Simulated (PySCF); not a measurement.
## Electronic structure of C4H11NOSi3 in real space

```
atom    x (Å)    y (Å)    z (Å)
   C   0.2773   2.6839  -1.0750
  Si  -0.2750   1.5739   0.3737
   C   0.8835   0.1197   0.3094
   C   1.6039  -0.8463   0.2246
   C   2.4071  -2.0467   0.1651
   N   3.6380  -1.8403  -0.3709
   O   2.0186  -3.1282   0.5489
  Si  -2.4631   0.7973   0.1842
  Si  -2.7579  -1.5000   0.1533
   H   0.1562   2.1705  -2.0251
   H   1.3212   2.9732  -0.9902
   H  -0.3155   3.5930  -1.1159
   H   0.0874   2.2588   1.6285
   H   3.9383  -0.9308  -0.6724
   H   4.2723  -2.6181  -0.4445
   H  -3.2329   1.4172   1.2788
   H  -3.0522   1.4236  -1.0158
   H  -1.4822  -2.2015   0.2621
   H  -3.6200  -1.9455   1.2513
   H  -3.4105  -1.9431  -1.0828
```

Geometry: GFN2-xTB.

These are results of PBE0/pcSseg-1, SCF density, gas phase, non-relativistic (PySCF 2.14.0), not measurements.

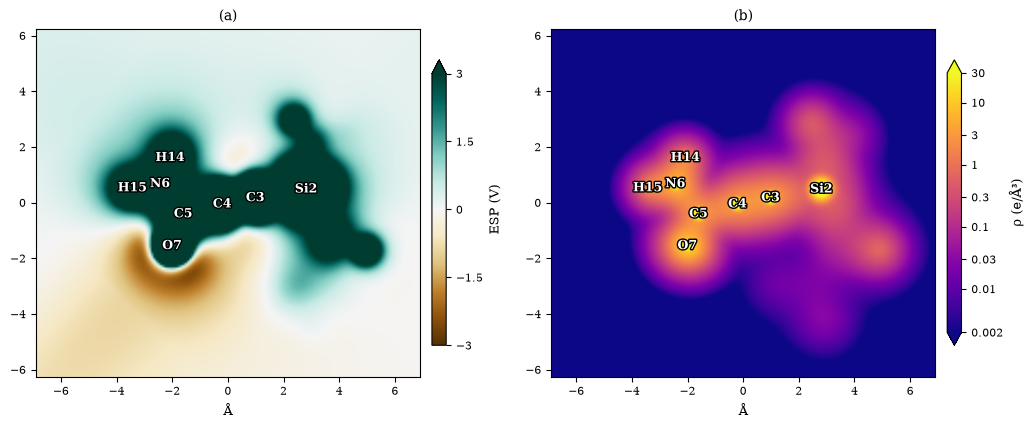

Figure 1. (a) molecular electrostatic potential; (b) electron density on the plane of atoms N6, C5 and O7.

Interpret the plot.

- The section cuts through Si, C, N, O and H sites.
- C–C (1.21 Å): ρ at the midpoint is about 2.7 e/Å³.
- C–O (1.21 Å): the density is about 3.3 e/Å³ at the midpoint.
- C–N (1.36 Å): ρ is about 2.3 e/Å³ halfway.
- C–Si (1.86 Å): ρ is about 0.9 e/Å³ halfway.
- N–H (1.00 Å): ρ at the midpoint is about 2.9 e/Å³.
- Outside the dense part of the molecule the potential is most negative (−2.5 V) near O7.

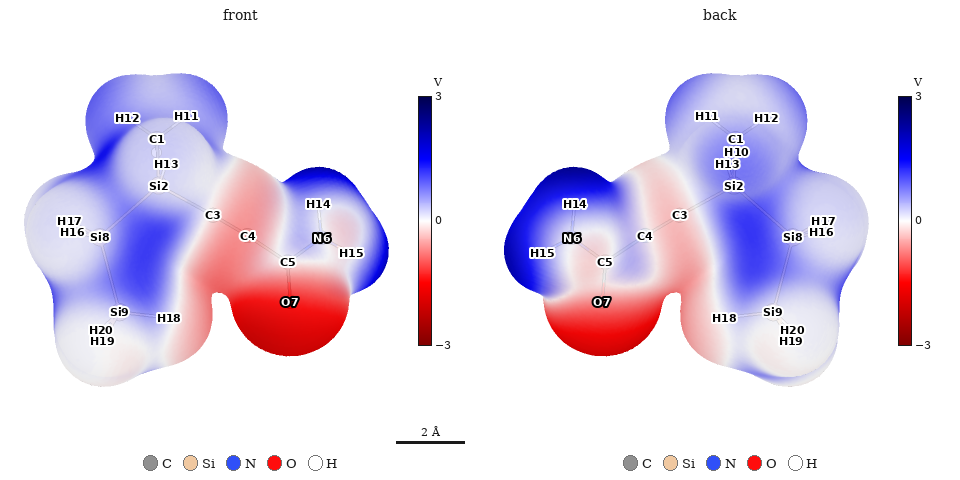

Figure 2. The electrostatic potential painted on the density surface at 0.002 e/bohr³, seen from the front and from behind; the colour scale runs from red (negative) to blue (positive).

Which sites attract a positive test charge, and which a negative one?

A positive charge is drawn to the negative regions and a negative charge to the positive ones. The most negative region (about −2.0 V, or −46 kcal/mol for a unit charge) lies over O7, the most positive (about +2.2 V, or +51 kcal/mol for a unit charge) over H14. O7 is the likeliest acceptor of a hydrogen bond.

How polar is the molecule by this calculation?

Its dipole moment is 4.04 D.
